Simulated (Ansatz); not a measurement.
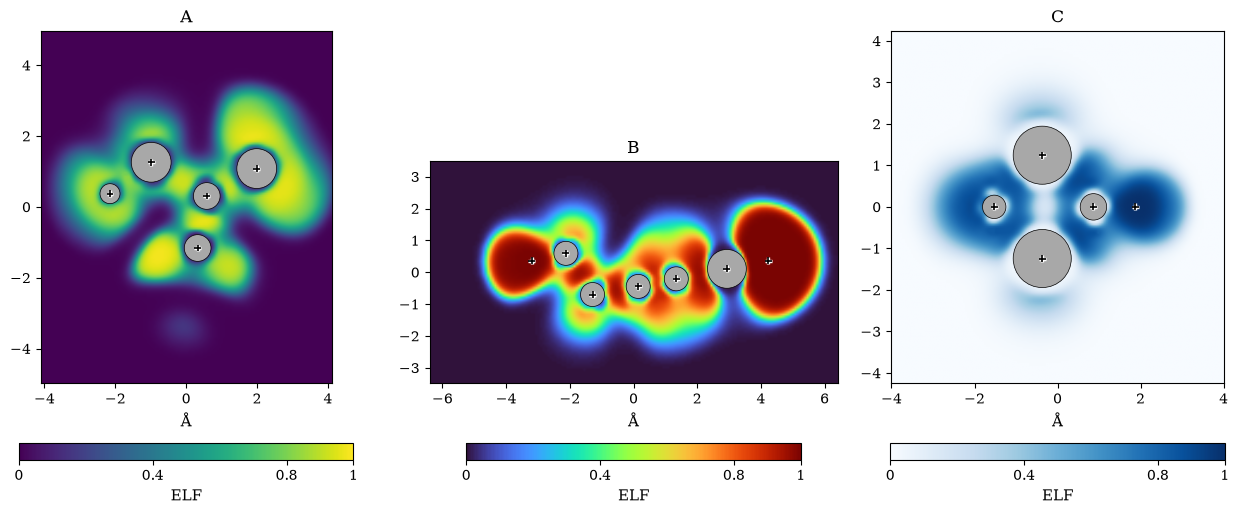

The ELF of 3 systems, each on a plane through atoms (crosses mark nuclei in the plane; grey discs cover the cores).

All numbers below come from isolated molecule in a Gaussian basis; Kohn-Sham density functional theory, functional PBE0 (Ansatz).

System 1: C₄H₆Be (SMILES [BeH][C]#CCC), the plane of atoms C2, C3 and C4. Geometry: B3LYP-D3(BJ)/6-311G**.

```tsv
atom	x (Å)	y (Å)	z (Å)
C	1.2856	0.8596	-3.4859
C	2.1629	0.3115	-2.8424
C	3.1910	-0.3468	-2.0482
C	2.6987	-0.7463	-0.6455
Be	0.1232	1.5890	-4.3451
H	-0.8292	2.1857	-5.0462
H	3.5414	-1.2347	-2.5866
H	4.0556	0.3212	-1.9629
H	1.8554	-1.4358	-0.7146
H	2.3730	0.1326	-0.0862
H	3.5010	-1.2346	-0.0878
```

System 2: C₃H₃F₃OS₂, the plane of atoms C2, C1 and S9. Geometry: PBE0-D3(BJ)/def2-SVP.

```csv
atom,x (Å),y (Å),z (Å)
C,-2.0472,0.9903,1.0211
C,-1.9764,0.5326,-0.3960
C,-0.6548,0.8997,-1.0473
F,-0.5692,0.3606,-2.2602
F,-0.5209,2.2183,-1.1742
F,0.3764,0.4576,-0.3228
O,-1.2951,-1.6011,1.4670
S,-1.3589,-0.2816,2.1674
S,-2.4887,2.4276,1.5921
H,-2.5261,-0.2026,2.9158
H,-2.0545,-0.5686,-0.4198
H,-2.7806,0.9956,-0.9829
```

System 3: H₅NOSi₂, the plane of atoms O2, Si4 and Si3. Geometry: B3LYP-D3(BJ)/def2-SVP.

```yaml
atoms:
  - { symbol: N, position_ang: [-0.8612, 1.8761, 1.5150] }
  - { symbol: O, position_ang: [1.3130, 0.9033, 1.7116] }
  - { symbol: Si, position_ang: [0.4407, 1.5292, 0.3950] }
  - { symbol: Si, position_ang: [0.0810, 1.2190, 2.8379] }
  - { symbol: H, position_ang: [-1.7814, 2.2880, 1.4319] }
  - { symbol: H, position_ang: [1.1019, 2.7031, -0.2398] }
  - { symbol: H, position_ang: [0.1597, 0.5128, -0.6567] }
  - { symbol: H, position_ang: [-0.4500, -0.0131, 3.4846] }
  - { symbol: H, position_ang: [0.4923, 2.1772, 3.9014] }
```

Match each panel to its system.

Answer. Panel A is system 2, C₃H₃F₃OS₂: the plane holds C, O and S. C–C (1.49 Å): the ELF peaks at about 0.95 between the atoms (localised, covalent bonding). Panel B is system 1, C₄H₆Be: the plane holds C, Be and H. C–C (1.22 Å): the ELF peaks at about 0.85 between the atoms: a short, multiple covalent bond. Panel C is system 3, H₅NOSi₂: the plane holds N, O, Si and H. Si–O (1.70 Å): the ELF peaks at about 0.85 between the atoms: a shared but strongly polarised pair.
